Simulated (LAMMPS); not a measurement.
Molecular dynamics of Ni (fcc) with 25 % of Ni sites Pt, 4000 atoms, at 1260 K and 0 GPa, heated as the crystal.

Model: classical MD, pair style eam, the elements' _u3.eam files (universal-3 set of Foiles, Baskes and Daw) (LAMMPS).

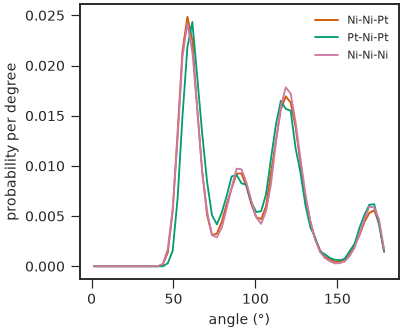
Fig. 1. Probability per degree against angle (°)

Main features:
- state found: crystal; no diffusion seen in 30 ps
- most common Ni-Ni-Pt angle: in the 3° bin centred on 58.5° (mean of all 96°)
- most common Pt-Ni-Pt angle: in the 3° bin centred on 61.5° (mean of all 98°)
- most common Ni-Ni-Ni angle: in the 3° bin centred on 58.5° (mean of all 97°)

Caution: the random arrangement on this lattice is imposed, and need not be a phase that exists in equilibrium. Caution: a run this short can hold a crystal over, or a liquid under, the potential's melting point.
